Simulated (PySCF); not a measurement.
# C₈H₅F: excited states, first hyperpolarisability

Aim: compute the excited states, first hyperpolarisability of C₈H₅F (`C#Cc1ccc(F)cc1`).

Computed with PySCF 2.14.0 and routines of our own; the level stands in each step. Atoms count from 0.

## 1. The starting structure

14 atoms, charge 0, multiplicity 1; geometry from: GFN2-xTB.

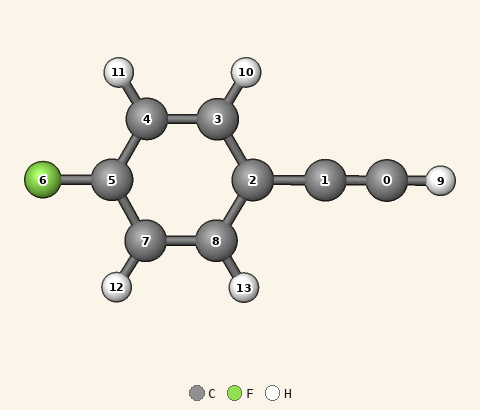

The starting geometry (carbon grey, fluorine green, hydrogen white).

## 2. Geometry optimisation at PBE0-D3(BJ)/def2-SVP

What the job is given:

```
{"job": {"xc": "PBE0", "basis": "def2-SVP", "d3": "d3bj", "grid": 2, "kind": "geom"}, "charge": 0, "multiplicity": 1}
C      3.270018    -0.726591    -0.130570
C      2.099127    -0.465800    -0.086920
C      0.717800    -0.158954    -0.032395
C      0.262164     1.095652    -0.439440
C     -1.084503     1.397402    -0.386459
C     -1.965709     0.435836     0.076692
F     -3.282791     0.726717     0.128054
C     -1.539399    -0.814979     0.488177
C     -0.191567    -1.110246     0.431644
H      4.293474    -0.954315    -0.168457
H      0.969428     1.829168    -0.796660
H     -1.456881     2.361193    -0.696648
H     -2.257638    -1.536178     0.845109
H      0.165800    -2.079377     0.745708
```

Started as:

```bash
> OMP_NUM_THREADS=1 python excited_run.py task.json out
```

One launch serves the whole session: the jobs run in the order shown.

What it wrote:

```text
step   0  E = -406.88132682  max force = 0.020422
step   1  E = -406.88343399  max force = 0.003519
step   2  E = -406.88345807  max force = 0.001119
step   3  E = -406.88345917  max force = 0.000911
step   4  E = -406.88346186  max force = 0.000104
optimisation converged
```

Wall time 97 s (1 thread of Intel Xeon Platinum 8259CL at 2.50GHz, shared host); peak memory 0.74 GiB.

Step by step:

| step | energy from step 0 (eV) | largest force component (eV/Å) |
| --- | --- | --- |
| 0 | 0.0000 | 1.0501 |
| 1 | -0.0573 | 0.1810 |
| 2 | -0.0580 | 0.0575 |
| 3 | -0.0580 | 0.0468 |
| 4 | -0.0581 | 0.0053 |

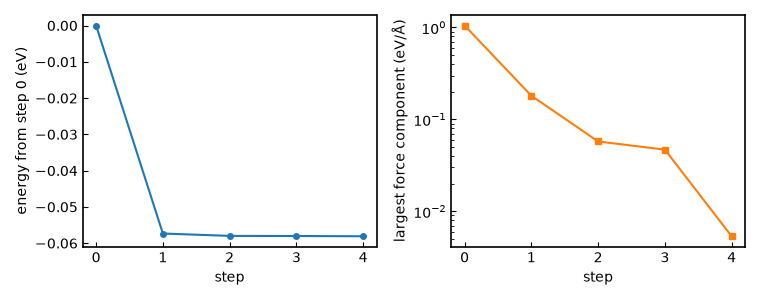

Energy and largest force along the relaxation.

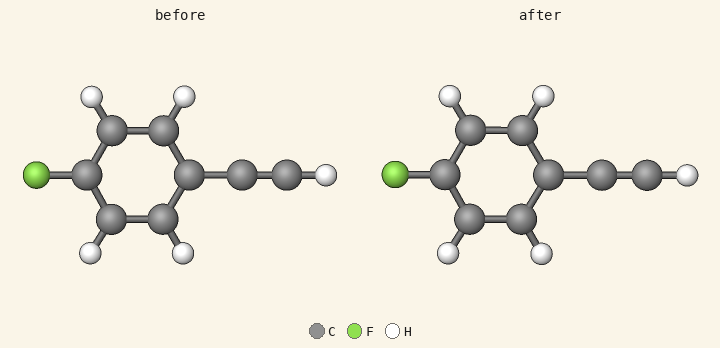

Before and after, at one scale.

Close pairs (by a distance rule), those that changed most:

| bond | before (Å) | after (Å) | change (Å) |
| --- | --- | --- | --- |
| C0–H9 | 1.049 | 1.074 | +0.025 |
| C5–F6 | 1.350 | 1.330 | -0.020 |
| C0–C1 | 1.200 | 1.213 | +0.013 |
| C7–H12 | 1.079 | 1.091 | +0.013 |
| C4–H11 | 1.079 | 1.091 | +0.013 |
| C1–C2 | 1.416 | 1.429 | +0.012 |
| C8–H13 | 1.080 | 1.091 | +0.012 |
| C3–H10 | 1.080 | 1.091 | +0.012 |

The next job starts from the end point, and lists it.

| at the end point | value |
| --- | --- |
| point group (found at 0.08 Å tolerance) | C2v |
| rotational constants (GHz, main isotopes) | 5.669, 0.965, 0.825 |
| dipole moment (D) | 0.65 |

## 3. Excited states: TDA CAM-B3LYP/def2-TZVP

What the job is given:

```
{"job": {"kind": "states", "xc": "CAM-B3LYP", "basis": "def2-TZVP", "tda": true, "soc": true, "nstates": 6, "ntriplets": 5, "nquad": 4}, "charge": 0, "multiplicity": 1}
C      3.432529    -0.761120    -0.266530
C      2.249036    -0.497505    -0.223266
C      0.855604    -0.186887    -0.173378
C      0.388478     1.072807    -0.586859
C     -0.966125     1.378253    -0.540921
C     -1.858541     0.417540    -0.078541
F     -3.155917     0.706462    -0.034343
C     -1.428571    -0.837287     0.338259
C     -0.072412    -1.135736     0.289552
H      4.480388    -0.994413    -0.304705
H      1.103239     1.814706    -0.947094
H     -1.344401     2.351454    -0.858347
H     -2.161418    -1.563110     0.694775
H      0.282760    -2.115888     0.612447
```

With the program's defaults for keys left out, this is: TDA CAM-B3LYP/def2-TZVP excited states, vertical, gas phase, spin-orbit mean-field couplings.

What it wrote:

```text
coarse grid: 12880 points
cycle   1  E = -407.5319968213  dE =  1.796e+00  |g| = 5.555e-01  |ddm| = 6.024e+00
cycle   2  E = -407.5383638608  dE = -6.367e-03  |g| = 5.991e-01  |ddm| = 1.554e+00
cycle   3  E = -407.5937512136  dE = -5.539e-02  |g| = 8.108e-02  |ddm| = 9.336e-01
cycle   4  E = -407.5948046428  dE = -1.053e-03  |g| = 3.264e-02  |ddm| = 1.113e-01
cycle   5  E = -407.5950305120  dE = -2.259e-04  |g| = 7.916e-03  |ddm| = 4.487e-02
cycle   6  E = -407.5950422539  dE = -1.174e-05  |g| = 2.982e-03  |ddm| = 1.009e-02
cycle   7  E = -407.5950440749  dE = -1.821e-06  |g| = 1.309e-03  |ddm| = 2.986e-03
final grid: 128128 points
cycle   8  E = -407.5889474371  dE = -3.956e-05  |g| = 4.459e-03  |ddm| = 8.429e-02
cycle   9  E = -407.5889457323  dE =  1.705e-06  |g| = 5.399e-03  |ddm| = 9.047e-03
cycle  10  E = -407.5889512893  dE = -5.557e-06  |g| = 9.261e-04  |ddm| = 5.434e-03
cycle  11  E = -407.5889514637  dE = -1.744e-07  |g| = 3.549e-04  |ddm| = 8.626e-04
cycle  12  E = -407.5889514915  dE = -2.786e-08  |g| = 1.226e-04  |ddm| = 4.419e-04
cycle  13  E = -407.5889514942  dE = -2.662e-09  |g| = 1.902e-05  |ddm| = 2.139e-04
cycle  14  E = -407.5889514943  dE = -9.777e-11  |g| = 5.995e-06  |ddm| = 3.769e-05
converged SCF energy = -407.5889514943

Singlet excitations
state   eV       nm        f     d(h-e)  d(exc)  Lambda  PR(NTO)  |dmu|/D   mu/D   main configurations
  1   5.1605   240.3   0.00883   0.289   3.020   0.593   1.838    0.915    1.602   H->L+1 0.64, H-1->L 0.33
  2   5.5037   225.3   0.34455   0.273   3.123   0.830   1.441    0.539    1.226   H->L 0.80, H-2->L+2 0.08
  3   5.7278   216.5   0.00000   1.249   2.984   0.377   1.065    4.003    4.690   H-2->L 0.88, H-2->L+6 0.09
  4   6.1976   200.1   0.00000   0.774   2.791   0.416   1.063    2.973    2.286   H->L+2 0.80, H-3->L+2 0.15
  5   6.7825   182.8   0.07243   0.015   2.610   0.834   3.072                     H-1->L+1 0.44, H-3->L 0.32, H-2->L+2 0.14
  6   6.9678   177.9   0.40423   0.478   3.421   0.577   2.121                     H-1->L 0.55, H->L+1 0.33

Triplet excitations (Tamm-Dancoff)
state   eV     d(h-e)  d(exc)  Lambda  PR(NTO)   main configurations
  1   3.5682   0.112   2.898   0.835   1.334   H->L 0.85, H-1->L+1 0.09
  2   4.3965   0.448   2.957   0.591   1.144   H->L+1 0.88
  3   4.6027   0.020   2.585   0.887   1.288   H-1->L+1 0.87, H->L 0.09
  4   5.0591   0.565   2.865   0.589   1.154   H-1->L 0.90
  5   5.3059   0.732   2.738   0.389   1.511   H-2->L 0.66, H->L+2 0.15, H-2->L+6 0.11
S1 - T1 = 1.5923 eV

Spin-orbit couplings |<S|Hso|T>| (cm-1)
             T1       T2       T3       T4       T5
S0        0.010    0.012    0.002    0.087    2.760
S1        0.028    0.000    0.010    0.000    0.290
S2        0.000    0.055    0.001    0.016   14.633
S3        5.775    0.149    2.795    0.734    0.002
S4        5.581    1.936    2.881    0.293    0.001
S5        0.004    0.025    0.001    0.035   13.625
S6        0.057    0.002    0.097    0.003    1.119
T1 sublevels (cm-1): 0.000 0.002 0.002   radiative rates (1/s): 2.37e-06 1.3e-06 0.000631
```

It took 2.2 min on 1 thread of Intel Xeon Platinum 8259CL at 2.50GHz, shared host; peak memory 1.3 GiB.

In short:

| quantity | value |
| --- | --- |
| S1 less T1 | 1.59 eV |

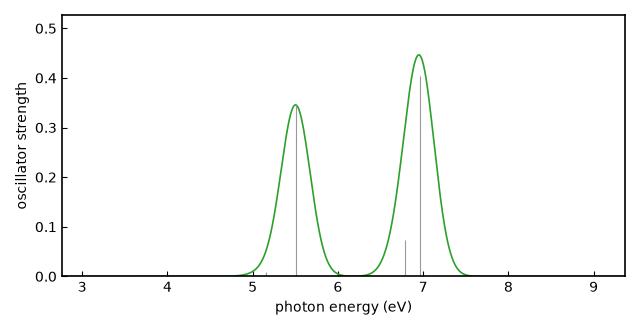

Absorption lines of the singlets. Lines are broadened to a width of 0.40 eV (Gaussian).

## 4. Excited states: TDDFT CAM-B3LYP/aug-cc-pVDZ

Settings changed since step 3:

```diff
@@ -1,2 +1,2 @@
-{"job": {"kind": "states", "xc": "CAM-B3LYP", "basis": "def2-TZVP", "tda": true, "soc": true, "nstates": 6, "ntriplets": 5, "nquad": 4}, "charge": 0, "multiplicity": 1}
+{"job": {"kind": "states", "xc": "CAM-B3LYP", "basis": "aug-cc-pVDZ", "tpa": true, "nstates": 8, "nquad": 6, "ntriplets": 0}, "charge": 0, "multiplicity": 1}
 C      3.432529    -0.761120    -0.266530
```

With the program's defaults for keys left out, this is: TDDFT CAM-B3LYP/aug-cc-pVDZ excited states, vertical, gas phase, two-photon moments by quadratic response.

What it wrote:

```text
coarse grid: 12880 points
cycle   1  E = -407.3937594719  dE =  1.850e+00  |g| = 4.949e-01  |ddm| = 4.763e+01
cycle   2  E = -407.4019470332  dE = -8.188e-03  |g| = 5.233e-01  |ddm| = 4.499e+00
cycle   3  E = -407.4488686541  dE = -4.692e-02  |g| = 7.165e-02  |ddm| = 1.833e+00
cycle   4  E = -407.4497821406  dE = -9.135e-04  |g| = 2.850e-02  |ddm| = 3.975e-01
cycle   5  E = -407.4499675174  dE = -1.854e-04  |g| = 7.610e-03  |ddm| = 2.436e-01
cycle   6  E = -407.4499793819  dE = -1.186e-05  |g| = 2.666e-03  |ddm| = 5.331e-02
cycle   7  E = -407.4499809443  dE = -1.562e-06  |g| = 1.156e-03  |ddm| = 2.196e-02
final grid: 128128 points
cycle   8  E = -407.4728726757  dE = -1.874e-05  |g| = 3.896e-03  |ddm| = 4.551e-01
cycle   9  E = -407.4728713605  dE =  1.315e-06  |g| = 4.890e-03  |ddm| = 5.790e-02
cycle  10  E = -407.4728760837  dE = -4.723e-06  |g| = 6.585e-04  |ddm| = 2.483e-02
cycle  11  E = -407.4728761824  dE = -9.874e-08  |g| = 2.478e-04  |ddm| = 5.181e-03
cycle  12  E = -407.4728761964  dE = -1.402e-08  |g| = 9.365e-05  |ddm| = 1.444e-03
cycle  13  E = -407.4728761983  dE = -1.855e-09  |g| = 1.486e-05  |ddm| = 6.920e-04
cycle  14  E = -407.4728761983  dE = -6.662e-11  |g| = 4.862e-06  |ddm| = 1.337e-04
converged SCF energy = -407.4728761983

Singlet excitations
state   eV       nm        f     d(h-e)  d(exc)  Lambda  PR(NTO)  |dmu|/D   mu/D   delta(TPA)   sigma/GM   main configurations
  1   5.0696   244.6   0.00764   0.304   3.038   0.577   1.807    1.082    1.822       20.17      0.190   H->L+1 0.69, H-1->L 0.27
  2   5.2513   236.1   0.29927   0.150   3.206   0.785   1.426    0.108    0.847       10.29      0.104   H->L 0.88
  3   5.6805   218.3   0.00000   1.183   3.030   0.353   1.072    3.613    4.353        0.37      0.004   H-2->L 0.86
  4   6.0863   203.7   0.00773   0.322   4.640   0.225   1.039    1.768    1.042       32.98      0.448   H->L+2 0.89
  5   6.0928   203.5   0.00003   0.938   3.092   0.299   1.120    4.013    3.276        3.68      0.050   H->L+8 0.58, H-3->L+8 0.10
  6   6.4741   191.5   0.30497   0.047   3.362   0.560   1.939    0.212    0.528        5.04      0.077   H-1->L 0.67, H->L+1 0.29
  7   6.5503   189.3   0.18280   0.017   2.735   0.769   2.614                                            H-1->L+1 0.61, H-3->L 0.19
  8   6.6200   187.3   0.00108   0.023   5.307   0.171   1.113                                            H->L+3 0.83
```

It took 1.8 min on 1 thread of Intel Xeon Platinum 8259CL at 2.50GHz, shared host; peak memory 1.1 GiB.

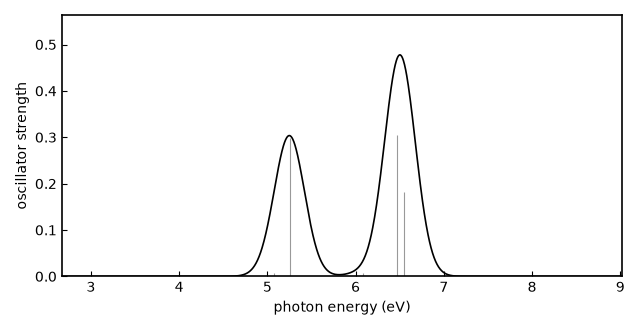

Absorption lines of the singlets. Lines are broadened to a width of 0.40 eV (Gaussian).

## 5. First hyperpolarisability: quadratic response CAM-B3LYP/aug-cc-pVDZ

Settings changed since step 4:

```diff
@@ -1,2 +1,2 @@
-{"job": {"kind": "states", "xc": "CAM-B3LYP", "basis": "aug-cc-pVDZ", "tpa": true, "nstates": 8, "nquad": 6, "ntriplets": 0}, "charge": 0, "multiplicity": 1}
+{"job": {"kind": "beta", "xc": "CAM-B3LYP", "basis": "aug-cc-pVDZ"}, "charge": 0, "multiplicity": 1}
 C      3.432529    -0.761120    -0.266530
```

With the program's defaults for keys left out, this is: quadratic response CAM-B3LYP/aug-cc-pVDZ first hyperpolarisability, Taylor convention, gas phase.

What it wrote:

```text
coarse grid: 12880 points
cycle   1  E = -407.3937594719  dE =  1.850e+00  |g| = 4.949e-01  |ddm| = 4.763e+01
cycle   2  E = -407.4019470332  dE = -8.188e-03  |g| = 5.233e-01  |ddm| = 4.499e+00
cycle   3  E = -407.4488686541  dE = -4.692e-02  |g| = 7.165e-02  |ddm| = 1.833e+00
cycle   4  E = -407.4497821406  dE = -9.135e-04  |g| = 2.850e-02  |ddm| = 3.975e-01
cycle   5  E = -407.4499675174  dE = -1.854e-04  |g| = 7.610e-03  |ddm| = 2.436e-01
cycle   6  E = -407.4499793819  dE = -1.186e-05  |g| = 2.666e-03  |ddm| = 5.331e-02
cycle   7  E = -407.4499809443  dE = -1.562e-06  |g| = 1.156e-03  |ddm| = 2.196e-02
final grid: 128128 points
cycle   8  E = -407.4728726757  dE = -1.874e-05  |g| = 3.896e-03  |ddm| = 4.551e-01
cycle   9  E = -407.4728713605  dE =  1.315e-06  |g| = 4.890e-03  |ddm| = 5.790e-02
cycle  10  E = -407.4728760837  dE = -4.723e-06  |g| = 6.585e-04  |ddm| = 2.483e-02
cycle  11  E = -407.4728761824  dE = -9.874e-08  |g| = 2.478e-04  |ddm| = 5.181e-03
cycle  12  E = -407.4728761964  dE = -1.402e-08  |g| = 9.365e-05  |ddm| = 1.444e-03
cycle  13  E = -407.4728761983  dE = -1.855e-09  |g| = 1.486e-05  |ddm| = 6.920e-04
cycle  14  E = -407.4728761983  dE = -6.662e-11  |g| = 4.862e-06  |ddm| = 1.337e-04
converged SCF energy = -407.4728761983

Lowest singlets (eV, f): 5.0696 0.0076  5.2513 0.2992  5.6805 0.0000

First hyperpolarisability (au)
process     nm      |vector|   parallel      HRS      DR
static         -      414.14    -248.48     166.79   5.519
shg       1907.0      434.60    -260.76     175.17   5.484
eope      1907.0      420.77    -252.46          -       -
shg       1064.0      486.87    -292.12     196.67   5.388
eope      1064.0      436.12    -261.67          -       -
```

It took 72 s on 1 thread of Intel Xeon Platinum 8259CL at 2.50GHz, shared host; peak memory 1 GiB.

## 6. Excited states: TDA CAM-B3LYP/def2-TZVP in chloroform

Settings changed since step 5:

```diff
@@ -1,2 +1,2 @@
-{"job": {"kind": "beta", "xc": "CAM-B3LYP", "basis": "aug-cc-pVDZ"}, "charge": 0, "multiplicity": 1}
+{"job": {"kind": "states", "xc": "CAM-B3LYP", "basis": "def2-TZVP", "tda": true, "soc": true, "nstates": 6, "ntriplets": 5, "nquad": 4, "solvent": "chloroform"}, "charge": 0, "multiplicity": 1}
 C      3.432529    -0.761120    -0.266530
```

With the program's defaults for keys left out, this is: TDA CAM-B3LYP/def2-TZVP excited states, vertical, IEF-PCM chloroform (non-equilibrium response), spin-orbit mean-field couplings.

What it wrote:

```text
coarse grid: 12880 points
cycle   1  E = -407.5392587055  dE =  1.789e+00  |g| = 5.488e-01  |ddm| = 6.012e+00
cycle   2  E = -407.5469438958  dE = -7.685e-03  |g| = 5.843e-01  |ddm| = 1.527e+00
cycle   3  E = -407.5990970313  dE = -5.215e-02  |g| = 7.661e-02  |ddm| = 8.956e-01
cycle   4  E = -407.6000091498  dE = -9.121e-04  |g| = 3.109e-02  |ddm| = 1.220e-01
cycle   5  E = -407.6002070056  dE = -1.979e-04  |g| = 7.802e-03  |ddm| = 4.601e-02
cycle   6  E = -407.6002188254  dE = -1.182e-05  |g| = 2.430e-03  |ddm| = 1.117e-02
cycle   7  E = -407.6002200837  dE = -1.258e-06  |g| = 1.071e-03  |ddm| = 2.735e-03
final grid: 128128 points
cycle   8  E = -407.5940857997  dE = -4.016e-05  |g| = 4.253e-03  |ddm| = 8.376e-02
cycle   9  E = -407.5940852152  dE =  5.846e-07  |g| = 4.750e-03  |ddm| = 8.832e-03
cycle  10  E = -407.5940893291  dE = -4.114e-06  |g| = 7.684e-04  |ddm| = 5.481e-03
cycle  11  E = -407.5940894382  dE = -1.091e-07  |g| = 2.592e-04  |ddm| = 8.982e-04
cycle  12  E = -407.5940894530  dE = -1.480e-08  |g| = 1.167e-04  |ddm| = 2.772e-04
cycle  13  E = -407.5940894557  dE = -2.701e-09  |g| = 1.782e-05  |ddm| = 1.948e-04
cycle  14  E = -407.5940894558  dE = -8.890e-11  |g| = 5.556e-06  |ddm| = 3.717e-05
converged SCF energy = -407.5940894558

Singlet excitations
state   eV       nm        f     d(h-e)  d(exc)  Lambda  PR(NTO)  |dmu|/D   mu/D   main configurations
  1   5.1769   239.5   0.00878   0.235   3.004   0.595   1.860    0.894    1.601   H->L+1 0.62, H-1->L 0.34
  2   5.4200   228.8   0.47626   0.191   3.159   0.830   1.314    0.336    1.044   H->L 0.84
  3   5.7865   214.3   0.00000   1.211   2.971   0.383   1.067    4.499    5.206   H-2->L 0.88, H-2->L+5 0.08
  4   6.2161   199.5   0.00000   0.818   2.813   0.413   1.064    3.577    2.869   H->L+2 0.81, H-3->L+2 0.15
  5   6.7433   183.9   0.19539   0.037   2.621   0.847   2.527                     H-1->L+1 0.56, H-3->L 0.24, H-2->L+2 0.10
  6   6.7905   182.6   0.59061   0.108   3.290   0.586   2.055                     H-1->L 0.59, H->L+1 0.34

Triplet excitations (Tamm-Dancoff)
state   eV     d(h-e)  d(exc)  Lambda  PR(NTO)   main configurations
  1   3.5899   0.088   2.894   0.836   1.341   H->L 0.85, H-1->L+1 0.09
  2   4.4562   0.406   2.945   0.595   1.209   H->L+1 0.85, H-1->L 0.09
  3   4.6088   0.027   2.591   0.888   1.290   H-1->L+1 0.87, H->L 0.10
  4   5.0141   0.556   2.871   0.589   1.219   H-1->L 0.88, H->L+1 0.09
  5   5.3603   0.683   2.727   0.393   1.549   H-2->L 0.65, H->L+2 0.16, H-2->L+5 0.11
S1 - T1 = 1.5871 eV

Spin-orbit couplings |<S|Hso|T>| (cm-1)
             T1       T2       T3       T4       T5
S0        0.010    0.014    0.002    0.083    2.606
S1        0.025    0.000    0.009    0.000    0.300
S2        0.000    0.058    0.000    0.013   14.076
S3        5.633    0.115    2.711    0.742    0.002
S4        5.545    1.927    2.862    0.394    0.001
S5        0.003    0.035    0.001    0.035   12.119
S6        0.056    0.002    0.097    0.002    1.105
T1 sublevels (cm-1): 0.000 0.002 0.002   radiative rates (1/s): 2.79e-06 2.12e-06 0.000989
```

Run time: 1.9 min. Hardware: 1 thread of Intel Xeon Platinum 8259CL at 2.50GHz, shared host; peak memory 1.3 GiB.

In short:

| quantity | value |
| --- | --- |
| S1 less T1 | 1.59 eV |

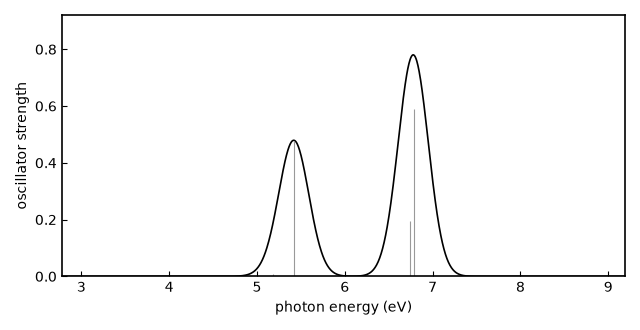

Absorption lines of the singlets. Lines are broadened to a width of 0.40 eV (Gaussian).

## 7. Outcome

| quantity | value |
| --- | --- |
| point group | C2v |
| rotational constants (main isotopes) | 5.67, 0.97, 0.82 GHz |
| S1 less T1 (step 3, TDA CAM-B3LYP/def2-TZVP) | 1.59 eV |
| β vector (step 5, quadratic response CAM-B3LYP/aug-cc-pVDZ) | static 414, SHG 1907.0 nm 435, SHG 1064.0 nm 487 au |
| S1 less T1 (step 6, TDA CAM-B3LYP/def2-TZVP in chloroform) | 1.59 eV |

What this shows: The optimisation took 4 steps and gained 0.058 eV; among the close pairs (by a distance rule), C0–H9 changed most, from 1.049 to 1.074 Å. No frequency check was run at this level, so the end point may be a saddle. In step 3, the number of triplets below S1 is 4, and the largest singlet-triplet spin-orbit coupling is S2–T5, 14.63 cm⁻¹. In step 4 some excited states are degenerate or nearly so. β grows from 414 au (static) to 487 au for doubling at 1064.0 nm: normal dispersion, which grows as twice the photon energy moves toward the bright states. In step 6, the number of triplets below S1 is 4, and the largest singlet-triplet spin-orbit coupling is S2–T5, 14.08 cm⁻¹.
